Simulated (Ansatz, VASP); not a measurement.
# Cross-check of SrO between VASP and Ansatz, part 2 of 2

Aim: how closely do two programs agree when they are given the same cell, functional and k mesh?  Valence electrons are named where the data sets of a main pair hold unlike numbers.

VASP 6.6.1 and Ansatz 0.2.0.

So far: The starting structure; Ansatz: band structure, r2SCANh with an exact-exchange share of 0.1; VASP: band structure, r2SCANh with an exact-exchange share of 0.1.

## (4) Differences

Known differences besides the potentials themselves: exact exchange at q = 0 is treated differently, which shows on coarse meshes; VASP keeps PBE cores, Ansatz makes them for the functional; the cutoff is 500 eV in Ansatz and 520 eV in VASP; VASP takes a coarser grid for exact exchange (PRECFOCK = Fast). Total energies have different zeros and are not compared.

The two programs side by side:

| quantity | Ansatz | VASP | difference |
| --- | --- | --- | --- |
| gap over the path points (eV) | 4.610 | 4.557 | +0.053 |

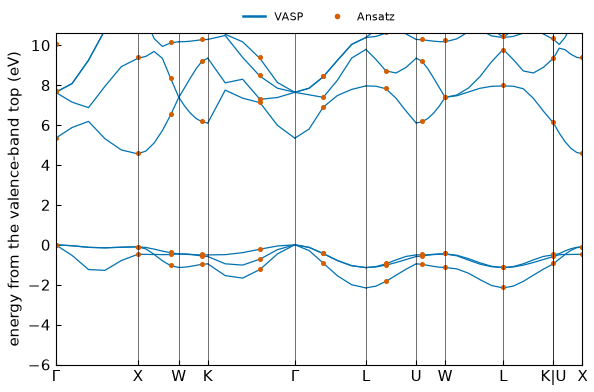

Bands from VASP (lines) and levels from Ansatz (dots). Dots without a line are higher empty bands that the VASP plot leaves out.

Levels at points of the path, from each program's valence-band top (eV; 3 filled, then empty):

| k (reciprocal lattice) | Ansatz | VASP |
| --- | --- | --- |
| 0.000 0.000 0.000 | 0.00 0.00 0.00 5.35 7.70 7.70 | 0.00 0.00 0.00 5.34 7.64 7.64 |
| 0.500 0.000 0.500 | -0.44 -0.09 -0.09 4.61 9.40 11.85 | -0.48 -0.10 -0.10 4.56 9.34 11.81 |
| 0.500 0.200 0.700 | -1.03 -0.46 -0.38 6.54 8.38 10.18 | -1.04 -0.49 -0.40 6.50 8.35 10.11 |
| 0.400 0.350 0.750 | -0.96 -0.54 -0.47 6.20 9.22 10.34 | -0.98 -0.57 -0.51 6.16 9.20 10.28 |
| 0.150 0.150 0.300 | -1.22 -0.70 -0.21 7.16 7.30 8.50 | -1.24 -0.72 -0.22 7.12 7.29 8.45 |
| 0.200 0.200 0.200 | -0.91 -0.43 -0.43 6.91 7.43 8.48 | -0.92 -0.44 -0.44 6.90 7.39 8.42 |
| 0.550 0.400 0.550 | -1.81 -0.99 -0.92 7.86 8.73 10.67 | -1.83 -1.02 -0.95 7.82 8.71 10.61 |
| 0.600 0.250 0.650 | -0.96 -0.54 -0.47 6.20 9.22 10.34 | -0.98 -0.57 -0.51 6.16 9.20 10.28 |
| 0.500 0.250 0.750 | -1.12 -0.43 -0.43 7.42 7.42 10.24 | -1.14 -0.46 -0.46 7.39 7.39 10.17 |
| 0.500 0.500 0.500 | -2.14 -1.11 -1.11 8.00 9.75 10.45 | -2.16 -1.14 -1.14 7.96 9.79 10.39 |

Among the levels compared at these points, filled levels agree within 34 meV and empty ones within 68 meV.

## (5) Ansatz: band structure, B3LYP with an exact-exchange share of 0.2

Levels along a path test the potential and the projectors away from the mesh points.

File input.yaml:

```yaml
crystal:
  lattice:
    - [0.0, 2.58066, 2.58066]
    - [2.58066, 0.0, 2.58066]
    - [2.58066, 2.58066, 0.0]
  atoms:
    - { symbol: Sr, position: [0.0, 0.0, 0.0] }
    - { symbol: O, position: [0.5, 0.5, 0.5] }
hamiltonian:
  xc: b3lyp
  pseudopotentials: { kind: paw }
kpoints:
  mp_grid: { grid: [5, 5, 5] }
  band_path:
    path:
      - [0.0, 0.0, 0.0]
      - [0.5, 0.0, 0.5]
      - [0.5, 0.2, 0.7]
      - [0.4, 0.35, 0.75]
      - [0.15, 0.15, 0.3]
      - [0.2, 0.2, 0.2]
      - [0.55, 0.4, 0.55]
      - [0.6, 0.25, 0.65]
      - [0.5, 0.25, 0.75]
      - [0.5, 0.5, 0.5]
      - [0.375, 0.375, 0.75]
      - [0.5, 0.0, 0.5]
    npoints: 1
scf:
  occupations: { method: gaussian, width: 0.02 }
  n_extra_bands: 7
output:
  forces: true
  stress: true
  eigenvalues: true
```

Started as:

```sh
> ansatz run input.yaml --threads 4 --pin off --max-ram 9216MiB --backend cpu --events-out ev --progress --plain --runs-dir out
```

Numbers of over 12 decimals in the logs are rounded to 6 here.

Output:

```text
[...]
Crystal: 2 atoms, lattice volume = 34.373 Å³
Basis set: ecut = 420 eV, 645 PW (Γ), exchange–correlation on 50×50×50 points (8 copies of the dense FFT grid, shifted against one another)
Bands: 15, of which v1, the nominal top of the filled ones, is band 8 counted from 1 (7 counted from 0)
Symmetry: 48 space group operations
[...]
k-points: 10 of 125
[...]
--- Band table (eV; the first three rows and the last of 10) ---
  k-point 0: bands = [... 4 lower, -7.7827, 6.7899, 6.7899, 6.7899, 12.6698, 14.9811, 14.9811, 14.9811, ... 3 higher]
  k-point 1: bands = [... 4 lower, -7.2834, 5.8664, 6.3485, 6.3485, 14.2380, 14.7730, 15.7501, 15.7501, ... 3 higher]
  k-point 2: bands = [... 4 lower, -6.7902, 4.7690, 5.7380, 5.7380, 15.2027, 16.7490, 17.3677, 17.3677, ... 3 higher]
  k-point 9: bands = [... 4 lower, -7.2958, 5.5891, 6.0752, 6.3987, 14.0610, 15.8515, 17.5592, 19.2278, ... 3 higher]
[key lines of the parts left out:]
Free energy (F): -4128.694032 eV
Fermi energy:    9.492114 eV
P = ⅓ Tr σ = 2.1419 GPa (21.419 kbar)
```

Elapsed: 8.2 s, on 4 threads of Arm Neoverse V2, shared host; peak memory 0.57 GiB.

## (6) VASP: band structure, B3LYP with an exact-exchange share of 0.2

The same cell, functional (in two slightly different forms), mesh and smearing now go to VASP, with its own data sets.

The run reads the wave functions of an earlier VASP run, which isn't shown here.

File INCAR:

```
SYSTEM = SrO
PREC = Accurate
ENCUT = 520
EDIFF = 1E-06
NELM = 100
ISMEAR = 0
SIGMA = 0.02
LREAL = .FALSE.
ALGO = Normal
LHFCALC = .TRUE.
AEXX = 0.2
GGA = B3
AGGAX = 0.72
AGGAC = 0.81
ALDAC = 0.19
LASPH = .TRUE.
NBANDS = 14
PRECFOCK = Fast
HFRCUT = -1
LORBIT = 11
LWAVE = .FALSE.
LCHARG = .FALSE.
KPAR = 4
```

File POSCAR:

```
SrO
1.0
    0.0000000000      2.5806600000      2.5806600000
    2.5806600000      0.0000000000      2.5806600000
    2.5806600000      2.5806600000      0.0000000000
Sr O
1 1
Direct
    0.0000000000      0.0000000000      0.0000000000
    0.5000000000      0.5000000000      0.5000000000
```

File KPOINTS:

```
Automatic mesh
0
Gamma
5 5 5
0 0 0
```

File KPOINTS_OPT:

```
Line mode
6
Line-mode
Reciprocal
  0.00000000   0.00000000   0.00000000 GAMMA
  0.50000000   0.00000000   0.50000000 X

  0.50000000   0.00000000   0.50000000 X
  0.50000000   0.25000000   0.75000000 W

  0.50000000   0.25000000   0.75000000 W
  0.37500000   0.37500000   0.75000000 K

  0.37500000   0.37500000   0.75000000 K
  0.00000000   0.00000000   0.00000000 GAMMA

  0.00000000   0.00000000   0.00000000 GAMMA
  0.50000000   0.50000000   0.50000000 L

  0.50000000   0.50000000   0.50000000 L
  0.62500000   0.25000000   0.62500000 U

  0.62500000   0.25000000   0.62500000 U
  0.50000000   0.25000000   0.75000000 W

  0.50000000   0.25000000   0.75000000 W
  0.50000000   0.50000000   0.50000000 L

  0.50000000   0.50000000   0.50000000 L
  0.37500000   0.37500000   0.75000000 K

  0.62500000   0.25000000   0.62500000 U
  0.50000000   0.00000000   0.50000000 X
```

The projector-augmented-wave data sets are Sr_sv and O (PBE family, release 64).

Started as:

```sh
> mpirun -np 4 vasp_std
```

Output:

```text
[banner, memory and clock lines left out]
running    4 mpi-ranks, on    1 nodes
[...]
[... a notice as in an earlier step ...]

 LDA part: xc-table for (Slater(with rela. corr.)+VWN3), standard interpolation
 found WAVECAR, reading the header
 POSCAR, INCAR and KPOINTS ok, starting setup
[...]
HFRCUT set to (new)   10.085124
 reading WAVECAR
 the WAVECAR file was read successfully
 initial charge from wavefunction
 entering main loop
       N       E                     dE             d eps       ncg     rms          rms(c)
DAV:   1    -0.138467982720E+02   -0.13847E+02   -0.10252E-01   304   0.536E+00    0.258E+00
DAV:   2    -0.138161008526E+02    0.30697E-01   -0.55406E-02   304   0.237E+00    0.876E-01
DAV:   3    -0.138200200939E+02   -0.39192E-02   -0.14643E-02   310   0.102E+00    0.500E-01
DAV:   4    -0.138190914887E+02    0.92861E-03   -0.20456E-03   336   0.394E-01    0.213E-01
DAV:   5    -0.138191231722E+02   -0.31684E-04   -0.68597E-04   322   0.202E-01    0.137E-01
[...]
DAV:   7    -0.138190808181E+02    0.18915E-05   -0.18986E-05   380   0.397E-02    0.407E-02
DAV:   8    -0.138190800491E+02    0.76898E-06   -0.36979E-06   304   0.176E-02
   1 F= -.13819080E+02 E0= -.13819080E+02  d E =-.226723E-14
 Start KPOINTS_OPT (optional k-point list driver)
k-point batch [1-10\60]
       N       E                     dE             ncg
DAV:   1    -0.866853593091E+03   -0.50271E+04      280
DAV:   2    -0.176205274854E+04   -0.89520E+03      372
DAV:   3    -0.182693778510E+04   -0.64885E+02      336
DAV:   4    -0.182836538406E+04   -0.14276E+01      404
DAV:   5    -0.182839488706E+04   -0.29503E-01      406
DAV:   6    -0.182839537682E+04   -0.48976E-03      388
DAV:   7    -0.182839538402E+04   -0.72063E-05      304
DAV:   8    -0.182839538416E+04   -0.13884E-06      224
[...]
k-point batch [51-60\60]
       N       E                     dE             ncg
DAV:   1    -0.959571733602E+03   -0.71432E+04      280
DAV:   2    -0.179719756228E+04   -0.83763E+03      366
DAV:   3    -0.185085003836E+04   -0.53652E+02      360
DAV:   4    -0.185224166399E+04   -0.13916E+01      458
DAV:   5    -0.185227153753E+04   -0.29874E-01      402
DAV:   6    -0.185227209376E+04   -0.55624E-03      428
DAV:   7    -0.185227210809E+04   -0.14325E-04      314
DAV:   8    -0.185227210843E+04   -0.33995E-06      286
```

Parts of OUTCAR (step 6):

```text
 POSITION                                       TOTAL-FORCE (eV/Angst)
 -----------------------------------------------------------------------------------
      0.00000      0.00000      0.00000         0.000000      0.000000      0.000000
      2.58066      2.58066      2.58066         0.000000     -0.000000     -0.000000
 -----------------------------------------------------------------------------------
    total drift:                                0.000000      0.000000      0.000000

  FREE ENERGIE OF THE ION-ELECTRON SYSTEM (eV)
  ---------------------------------------------------
  free  energy   TOTEN  =       -13.8190800491 eV

  energy  without entropy=      -13.8190800491  energy(sigma->0) =      -13.81908005

[... 2 parts as in an earlier step ...]

[... 1 further part left out ...]
[key lines of the parts left out:]
E-fermi :   0.6990
```

## (7) Comparison

What differs besides the data sets and the points named for the pairs above, as far as they apply: the cutoff is 420 eV in Ansatz and 520 eV in VASP; VASP's log shows a relativistic correction to its local exchange, Ansatz's none. Total energies have different zeros and are not compared.

The two programs side by side:

| quantity | Ansatz | VASP | difference |
| --- | --- | --- | --- |
| gap over the path points (eV) | 5.215 | 5.158 | +0.058 |

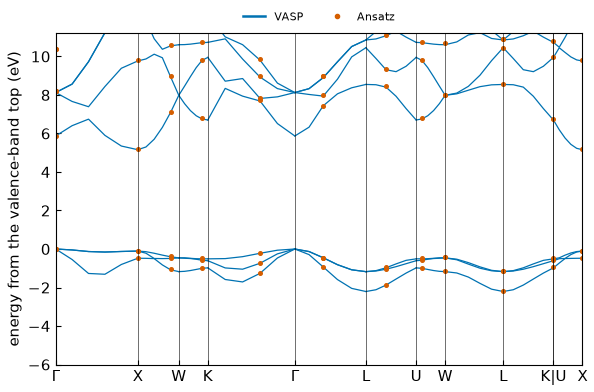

Bands from VASP (lines) and levels from Ansatz (dots). Dots without a line are higher empty bands that the VASP plot leaves out.

Levels at points of the path, from each program's valence-band top (eV; 3 filled, then empty):

| k (reciprocal lattice) | Ansatz | VASP |
| --- | --- | --- |
| 0.000 0.000 0.000 | 0.00 0.00 0.00 5.88 8.19 8.19 | 0.00 0.00 0.00 5.87 8.13 8.13 |
| 0.500 0.000 0.500 | -0.45 -0.10 -0.10 5.21 9.82 12.27 | -0.48 -0.11 -0.11 5.16 9.77 12.18 |
| 0.500 0.200 0.700 | -1.06 -0.46 -0.38 7.13 8.97 10.61 | -1.08 -0.49 -0.40 7.09 8.94 10.55 |
| 0.400 0.350 0.750 | -0.98 -0.56 -0.48 6.80 9.82 10.77 | -1.00 -0.58 -0.51 6.76 9.79 10.72 |
| 0.150 0.150 0.300 | -1.25 -0.72 -0.21 7.73 7.83 8.99 | -1.26 -0.74 -0.22 7.69 7.82 8.93 |
| 0.200 0.200 0.200 | -0.92 -0.44 -0.44 7.45 7.98 8.96 | -0.93 -0.46 -0.46 7.44 7.94 8.90 |
| 0.550 0.400 0.550 | -1.85 -1.02 -0.95 8.45 9.33 11.14 | -1.87 -1.05 -0.98 8.41 9.31 11.08 |
| 0.600 0.250 0.650 | -0.98 -0.56 -0.48 6.80 9.82 10.77 | -1.00 -0.58 -0.51 6.76 9.79 10.72 |
| 0.500 0.250 0.750 | -1.16 -0.44 -0.44 8.02 8.02 10.67 | -1.17 -0.46 -0.46 7.98 7.98 10.61 |
| 0.500 0.500 0.500 | -2.18 -1.15 -1.15 8.59 10.42 10.93 | -2.21 -1.18 -1.18 8.55 10.45 10.86 |

Among the levels compared at these points, filled levels agree within 30 meV and empty ones within 88 meV.

## (8) Summary of results

| Item | Value |
| --- | --- |
| largest difference of a filled level at the path points (band structure, r2SCANh with an exact-exchange share of 0.1) | 34 meV |
| difference in gap over the path points (band structure, r2SCANh with an exact-exchange share of 0.1) | 0.053 eV |
| largest difference of a filled level at the path points (band structure, B3LYP with an exact-exchange share of 0.2) | 30 meV |
| difference in gap over the path points (band structure, B3LYP with an exact-exchange share of 0.2) | 0.058 eV |

**Reading.** The difference in gap over the path points is 0.058 eV (band structure, B3LYP with an exact-exchange share of 0.2), within the 0.08 eV picked in this series as the mark of a large difference. How closely two codes agree says nothing of how well the functional describes the real material.

[Lines on the potential files, build, host, timing and source positions are cut from VASP's logs without a mark.]

[Logs are printed without paths, hosts, clocks, repeated set-up lines and the standing remarks that a program may print on its own settings, such as how far it seeks lower states.]

[Hosts, paths, dates, database ids (printed as entryN), source tags and the programs' standing remarks are cut or masked in the printed files.]
